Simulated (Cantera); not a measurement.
A closed system holds: 1 mol SiF4, 1.7 mol H2O, at 0.00120 bar.

Method: chemical equilibrium by Gibbs-energy minimisation in Cantera with the NASA 1993 tables (ideal gas, pure condensed phases). Candidate condensed phases: H2O, Si, SiO2; 38 gas species. The tables' values for SiF3, SiO2, SiF2 are old estimates; treat these amounts as uncertain. The tables hold silica as quartz up to 1696 K and as liquid above; real silica turns to tridymite and cristobalite and melts near 1996 K. The numbers say what is thermodynamically allowed, not how fast it happens.

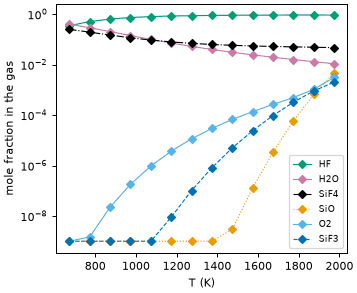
Figure. Equilibrium gas composition (values under 1e-9 drawn at 1e-9)

Task: Read off the mole fractions at 1473 K.

Result: HF about 0.91, SiF4 about 0.058, H2O about 0.031, O2 about 6.7e-5, SiF3 about 5.0e-6.
